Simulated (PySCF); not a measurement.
Run report: C$_{5}$H$_{13}$NOSi$_{2}$, NMR shielding calculation

System: C$_{5}$H$_{13}$NOSi$_{2}$, SMILES CC(=O)[C@@H]1C[C@@H]1N([SiH3])[SiH3].
Method: GIAO PBE0/pcSseg-1 NMR shielding, non-relativistic, gas phase (PySCF 2.14.0).

The geometry comes from this level: GFN2-xTB. It belongs to a series of runs on one base structure; here: CH2 replaced by C=O. Figures and captions count atoms from 1; the log counts them from 0 in places.

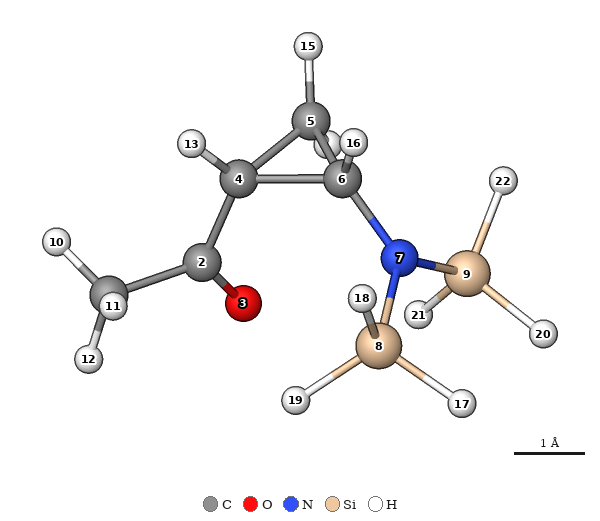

The structure (ball-and-stick view, seen at a tilt; atoms are numbered from 1 in the order of the input). Bond lengths as drawn: C–C 1.47 to 1.54 Å, C–H 1.08 to 1.09 Å, C–N 1.41 Å, C–O 1.21 Å, H–Si 1.46 to 1.47 Å and N–Si 1.74 to 1.75 Å.

**Input file**
```
{"job": {"kind": "nmr", "xc": "PBE0", "basis": "pcSseg-1"}, "charge": 0, "multiplicity": 1}
C      2.387584    -1.303059     0.960257
C      1.173159    -0.402392     0.997351
O      0.233212    -0.612770     1.733542
C      1.216347     0.722394     0.053783
C      0.344076     1.929895     0.318272
C     -0.051379     1.017817    -0.777313
N     -1.190724     0.184901    -0.738202
Si    -1.024099    -1.331568    -1.573191
Si    -2.500157     0.538977     0.362746
H      3.269697    -0.738071     1.255802
H      2.541220    -1.672186    -0.051567
H      2.251058    -2.139937     1.639804
H      2.161090     0.875503    -0.451860
H     -0.223624     1.889377     1.234940
H      0.741621     2.903604     0.073347
H      0.189088     1.343599    -1.788432
H     -2.370731    -1.810809    -1.847195
H     -0.287633    -1.030553    -2.807499
H     -0.249147    -2.304878    -0.797803
H     -3.667558    -0.088893    -0.254627
H     -2.310319     0.049363     1.722912
H     -2.643191     1.999072     0.333299
```

The first line tells a small driver script what to run in PySCF; the rest is the geometry in Å.

Launch command:
```bash
OMP_NUM_THREADS=1 python <driver script> task.json out
```

**Output**
```
coarse grid: 18888 points
cycle   1  E = -906.4117110058  dE =  1.216e+00  |g| = 8.447e-01  |ddm| = 4.232e+00
cycle   2  E = -906.0023307926  dE =  4.094e-01  |g| = 1.671e+00  |ddm| = 2.826e+00
cycle   3  E = -906.5490139585  dE = -5.467e-01  |g| = 1.976e-01  |ddm| = 2.238e+00
cycle   4  E = -906.5568548627  dE = -7.841e-03  |g| = 7.363e-02  |ddm| = 2.197e-01
cycle   5  E = -906.5578995558  dE = -1.045e-03  |g| = 2.460e-02  |ddm| = 7.954e-02
cycle   6  E = -906.5580255722  dE = -1.260e-04  |g| = 6.454e-03  |ddm| = 2.902e-02
cycle   7  E = -906.5580341202  dE = -8.548e-06  |g| = 1.417e-03  |ddm| = 6.957e-03
final grid: 171928 points
cycle   8  E = -906.6190222052  dE = -3.308e-05  |g| = 1.261e-02  |ddm| = 3.694e-02
cycle   9  E = -906.6189421208  dE =  8.008e-05  |g| = 2.399e-02  |ddm| = 3.012e-02
cycle  10  E = -906.6190538244  dE = -1.117e-04  |g| = 2.376e-03  |ddm| = 2.110e-02
cycle  11  E = -906.6190550008  dE = -1.176e-06  |g| = 2.968e-04  |ddm| = 2.457e-03
cycle  12  E = -906.6190550140  dE = -1.327e-08  |g| = 1.854e-04  |ddm| = 4.950e-04
cycle  13  E = -906.6190550215  dE = -7.489e-09  |g| = 3.610e-05  |ddm| = 1.913e-04
cycle  14  E = -906.6190550218  dE = -2.758e-10  |g| = 1.194e-05  |ddm| = 5.471e-05
```

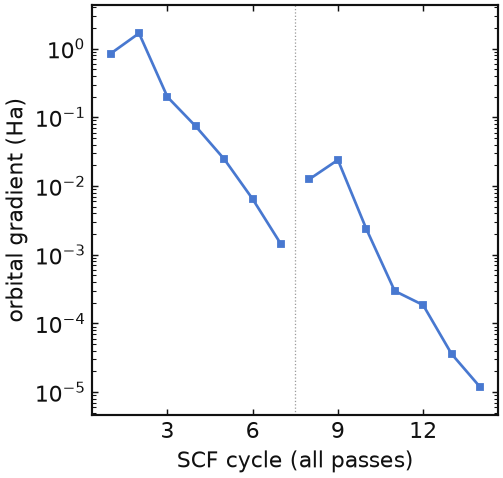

Convergence of the self-consistent field: orbital gradient against the SCF cycle. The dotted line marks the change from a coarse to the final integration grid. The first 7 cycles use a coarse grid, the final grid takes over at cycle 8, and the field converges after 14 cycles in all.

```
converged SCF energy = -906.6190550218

GIAO shielding tensors (ppm)
atom      isotropic    diamagn.    paramagn.     s11        s22        s33       span
  0 C      151.228     253.281    -102.054    130.555    131.562    191.568     61.013
  1 C      -22.142     247.847    -269.988   -101.988    -68.893    104.456    206.443
  2 O     -311.457     406.358    -717.816   -890.792   -401.149    357.569   1248.360
  3 C      156.296     260.217    -103.920    115.385    148.068    205.437     90.051
  4 C      164.566     256.988     -92.422    144.341    164.149    185.209     40.868
  5 C      137.557     245.868    -108.311    106.211    127.950    178.510     72.299
  6 N      255.489     329.862     -74.374    241.033    244.606    280.827     39.794
  7 Si     397.540     881.821    -484.281    353.942    363.299    475.380    121.438
  8 Si     396.383     880.370    -483.988    348.136    367.901    473.112    124.976
  9 H       29.225      28.937       0.288     25.903     28.404     33.370      7.467
 10 H       29.008      31.456      -2.448     25.983     29.303     31.738      5.755
 11 H       29.585      29.364       0.221     26.211     27.536     35.008      8.797
 12 H       29.823      35.858      -6.035     24.087     28.659     36.725     12.638
 13 H       30.138      33.756      -3.618     25.901     28.835     35.677      9.776
 14 H       30.443      32.134      -1.691     24.797     26.081     40.450     15.653
 15 H       28.539      32.364      -3.825     21.630     27.526     36.461     14.830
 16 H       27.122      30.579      -3.457     23.066     25.493     32.806      9.740
 17 H       27.257      30.857      -3.599     24.420     24.831     32.522      8.102
 18 H       27.562      31.737      -4.175     23.144     27.522     32.020      8.877
 19 H       27.063      29.794      -2.731     23.052     25.605     32.533      9.481
 20 H       26.534      30.077      -3.543     22.072     25.555     31.974      9.901
 21 H       26.991      29.571      -2.579     23.489     25.249     32.236      8.748
```

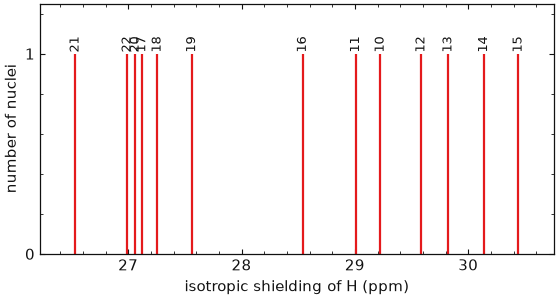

Isotropic shieldings of the hydrogen nuclei in this fixed geometry, labelled by atom number; shielding grows to the right, so chemical shift grows to the left. The least shielded is H21 (26.5 ppm), the most shielded H15 (30.4 ppm).

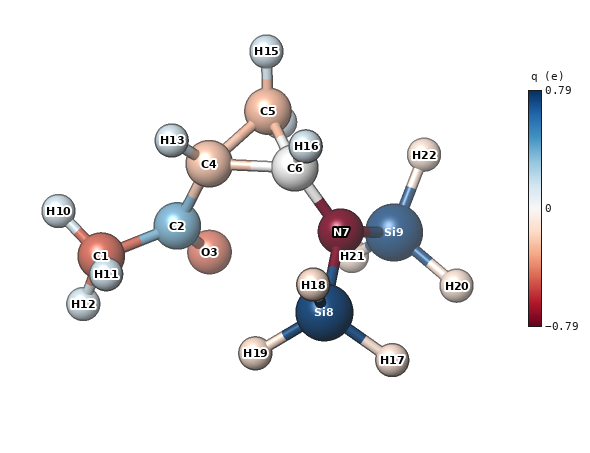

IAO charges, as the colour of each atom (ball-and-stick view, seen at a tilt; atoms are numbered from 1 in the order of the input). By element: C −0.47 to +0.38, O −0.44, N −0.75, Si +0.73 to +0.74 and H −0.14 to +0.17 e.

**Key numbers**

| quantity | value |
| --- | --- |
| outcome | converged |
| total energy | −906.619055 hartree |
| HOMO | −6.75 eV |
| LUMO | −0.43 eV |
| dipole moment | 2.85 D |
| isotropic shielding, C | −22.1 to 164.6 ppm |
| isotropic shielding, O | −311.5 ppm |
| isotropic shielding, N | 255.5 ppm |
| isotropic shielding, Si | 396.4 to 397.5 ppm |
| isotropic shielding, H | 26.5 to 30.4 ppm |
| hardware | 1 CPU thread, shared host |
| wall time | 2.5 min |
| peak memory | 1.1 GiB |
